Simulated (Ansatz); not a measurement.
# UPBE0/STO-3G run of InH2 (SMILES [InH2])

What is the electronic atomisation energy of InH2 at UPBE0/STO-3G? 

The results are computed with Ansatz 0.2.0.

22 further runs of the same task are left out: 22 set aside as unsound or not needed.

## (1) Starting point

InH2 has 3 atoms, charge 0, and is taken as a doublet. As SMILES, `[InH2]`. Geometry: relaxed at PBE0-D4/def2-TZVP.

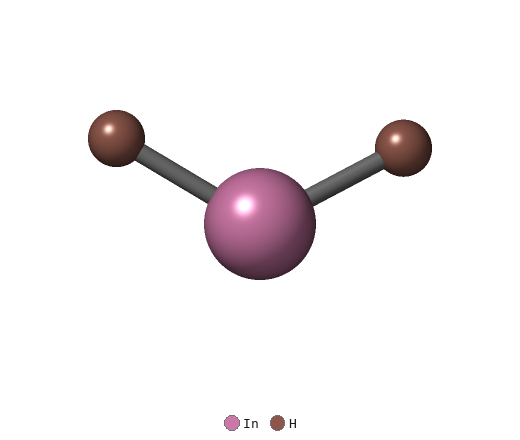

Viewed from a chosen angle; indium pink, hydrogen brown.

## (2) The energy at UPBE0/STO-3G

File molecule.yaml:

```yaml
crystal:
  periodic: [false, false, false]
  atoms:
    - {symbol: In, position_ang: [0.384600, -0.425400, 0.149800]}
    - {symbol: H, position_ang: [0.691300, 1.265400, 0.521600]}
    - {symbol: H, position_ang: [-1.086900, -0.904800, -0.684700]}
basis:
  gaussian:
    orbitals: STO-3G
magnetization:
  spin_polarized: true
  initial_magnetization: 1
hamiltonian:
  xc: {name: PBE0}
accuracy: high
```

Run with:

```sh
$ ansatz run molecule.yaml --threads 1 --pin off --max-ram 2610MiB --events-out events.jsonl --progress --plain --runs-dir runs
```

Log:

```text
Warning: RAYON_NUM_THREADS=1 ignored (pool sized by the plan → 1); use --threads N
Functional definition: PBE0
  name "PBE0"
  parameter a = 0.25
  parameter kappa = 0.804
  parameter beta = 0.06672455060314922
  exchange = (1 - a)*pbe_x(kappa = kappa, mu = beta*pi^2/3) + a*exact_x
  correlation = pbe_c(beta = beta)
499 factors; integrals over basis functions are off by at most 4.0e-9 eV
mean field evaluation 1: about -154714.7885 eV, gradient 6.4e0 eV
mean field evaluation 2: about -154715.1605 eV, gradient 3.2e0 eV
mean field evaluation 4: about -154715.2694 eV, gradient 2.8e-1 eV
mean field evaluation 8: about -154715.2427 eV, gradient 9.3e-3 eV
mean field evaluation 16: about -154715.2428 eV, gradient 2.3e-7 eV
mean field -154715.24275005 eV, -5685.6803013061 hartree, gradient 1.9e-8 eV, S^2 0.750421; 0 other end points of the search recorded, 0 dependent functions left out
reference -154715.24275136 eV, -5685.6803013545 hartree; 26, 25 occupied and 3, 4 virtual orbitals, 499 factors
Total energy: -154715.24275136 eV, -5685.6803013545 hartree
```

Wall time 2.1 s (1 thread of Arm Neoverse V2, shared host); peak memory 0.13 GiB.

## (3) The H atom

File molecule.yaml:

```yaml
basis:
  gaussian:
    orbitals: STO-3G
crystal:
  periodic: [false, false, false]
  atoms:
    - {symbol: H, position_ang: [0.000000, 0.000000, 0.000000]}
accuracy: high
magnetization:
  spin_polarized: true
  initial_magnetization: 1
hamiltonian:
  xc: {name: PBE0}
```

Run the same way, it converges to -0.46651 Eh (log not shown).

## (4) The In atom at the same level

File molecule.yaml:

```yaml
basis:
  gaussian:
    orbitals: STO-3G
crystal:
  periodic: [false, false, false]
  atoms:
    - symbol: In
      position_ang: [0.000000, 0.000000, 0.000000]
magnetization:
  spin_polarized: true
  initial_magnetization: 1
hamiltonian:
  xc: pbe0
accuracy: high
```

Run with:

```sh
$ ansatz run molecule.yaml --threads 1 --pin off --max-ram 2610MiB --events-out events.jsonl --progress --plain --runs-dir runs
```

Log:

```text
Warning: RAYON_NUM_THREADS=1 ignored (pool sized by the plan → 1); use --threads N
Functional definition: PBE0
  name "PBE0"
  parameter a = 0.25
  parameter kappa = 0.804
  parameter beta = 0.06672455060314922
  exchange = (1 - a)*pbe_x(kappa = kappa, mu = beta*pi^2/3) + a*exact_x
  correlation = pbe_c(beta = beta)
251 factors; integrals over basis functions are off by at most 4.7e-9 eV
mean field evaluation 1: about -154681.6740 eV, gradient 1.8e-1 eV
mean field evaluation 2: about -154681.6741 eV, gradient 7.4e-3 eV
mean field evaluation 4: about -154681.6766 eV, gradient 7.5e-5 eV
mean field evaluation 8: about -154681.6766 eV, gradient 1.5e-7 eV
mean field -154681.67655510 eV, -5684.4467663940 hartree, gradient 1.1e-8 eV, S^2 0.750000; 0 other end points of the search recorded, 0 dependent functions left out
reference -154681.67655627 eV, -5684.4467664369 hartree; 25, 24 occupied and 2, 3 virtual orbitals, 251 factors
Total energy: -154681.67655627 eV, -5684.4467664369 hartree
```

It took 1.1 s on 1 thread of Arm Neoverse V2, shared host; peak memory 0.1 GiB.

## (5) Results

Level: UPBE0/STO-3G.

| quantity | value |
| --- | --- |
| molecule: total energy | -5685.68030 Eh |
| molecule: ⟨S²⟩ | 0.750 |
| H atom: total energy | -0.46651 Eh |
| H atom: ⟨S²⟩ | 0.750 |
| In atom: total energy | -5684.44677 Eh |
| In atom: ⟨S²⟩ | 0.750 |
| electronic atomisation energy | 8.177 eV |

What this shows: Taking the molecule apart into free atoms costs 8.18 eV (189 kcal/mol), before zero-point energy and without spin-orbit coupling. In a minimal basis such a difference can be off by several eV, whatever the method. Relativity is left out (molecule) although the molecule holds a heavy atom. Relativity is left out (In atom) although the molecule holds a heavy atom.
